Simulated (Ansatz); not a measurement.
# SnH+ (singlet): from Hartree-Fock to the top rungs at distance Sn1–H2 = 1.760 Å, def2-TZVPP

How much of the correlation energy of SnH+ (singlet) does each wave-function method recover here?

Method: def2-TZVPP, core rule «outside noble gas», up to 9 orbitals frozen; program: Ansatz 0.2.0, Gaussian basis.

The runs, in order: UHF; CCSD(T) on RHF; BCCD(T) on RHF; CISD; CCSDT(Q) on RHF; CASSCF and MRCISD+Q, 2 electrons in 2 orbitals; CASSCF and NEVPT2, 2 electrons in 2 orbitals; CASSCF and MRCISD+Q, 4 electrons in 5 orbitals; CASSCF and NEVPT4(SD), 4 electrons in 5 orbitals; CASSCF and NEVPT2, 4 electrons in 5 orbitals; Full CI.

17 further runs of the same task are left out: 15 that didn't finish, 2 set aside as unsound or not needed.

### 1 The system

The geometry derives from a PBE0/def2-TZVP stationary point (not a proven minimum). One bond is set to the value named and the two fragments are kept rigid. No spin-orbit coupling is included. Elements past krypton take def2 core potentials.

2 atoms, charge 1, spin multiplicity 1.

Atoms are counted from 1 here; the program's logs count them from 0.

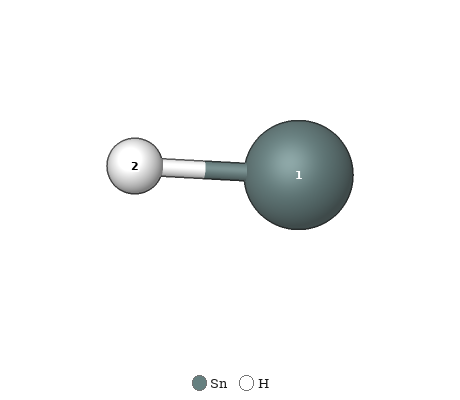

The geometry (tin teal, hydrogen white); atoms are numbered from 1 in the order of the file.

### 2 UHF

Contents of in.yaml:

```yaml
crystal:
  periodic: [false, false, false]
  atoms:
    - {symbol: Sn, position_ang: [0.000000, 0.000000, 0.000000]}
    - {symbol: H, position_ang: [0.000000, 0.000000, 1.760200]}
basis:
  gaussian: {orbitals: def2-TZVPP}
total_charge: 1
magnetization: {spin_polarized: true, initial_magnetization: 0}
hamiltonian: {xc: hf}
output: {orbitals: {seedname: orbitals}}
```

Command:

```
ansatz run in.yaml --threads 1 --pin off --events-out ev --progress --plain --max-ram 2393MiB
```

After this run come: CCSD(T) on RHF; BCCD(T) on RHF; CISD; CCSDT(Q) on RHF; CASSCF and MRCISD+Q, 2 electrons in 2 orbitals; CASSCF and NEVPT2, 2 electrons in 2 orbitals; CASSCF and MRCISD+Q, 4 electrons in 5 orbitals; CASSCF and NEVPT4(SD), 4 electrons in 5 orbitals; CASSCF and NEVPT2, 4 electrons in 5 orbitals; Full CI.

Before running them: what should the planned runs give, taken together? Wanted: FCI below the RHF energy; RMP2 from FCI; RCCSD from FCI; RCCSD(T) from FCI; RCCSDT(Q) from FCI; NEVPT2 pair from FCI; MRCISD+Q pair from FCI; NEVPT2 valence from FCI; T1 diagnostic.

The runs gave:

| quantity | value |
| --- | --- |
| FCI below the RHF energy | -2.1230 eV |
| RMP2 from FCI | +526.5 meV |
| RCCSD from FCI | +39.6 meV |
| RCCSD(T) from FCI | +8.6 meV |
| RCCSDT(Q) from FCI | +0.3 meV |
| NEVPT2 pair from FCI | +474.3 meV |
| MRCISD+Q pair from FCI | -41.5 meV |
| NEVPT2 valence from FCI | +287.6 meV |
| levels within 1 kcal/mol (43 meV) | RCCSD, RCCSD(T), BCCD(T), RCCSDT, RCCSDT(Q), MRCISD+Q pair, MRCISD valence, MRCISD+Q valence |
| T1 diagnostic | 0.010 |
| effectively unpaired electrons | 0.06 |

RCCSD(T) misses by +8.6 meV, 0.4 % of the correlation energy. MRCISD+Q pair falls below full CI: the +Q correction isn't variational, and the cores differ from full CI's. One determinant dominates. Of the multireference levels listed MRCISD+Q valence comes nearest in total energy (+2.1 meV), which doesn't show that its space is the better one. These misses are within one basis, not against nature.
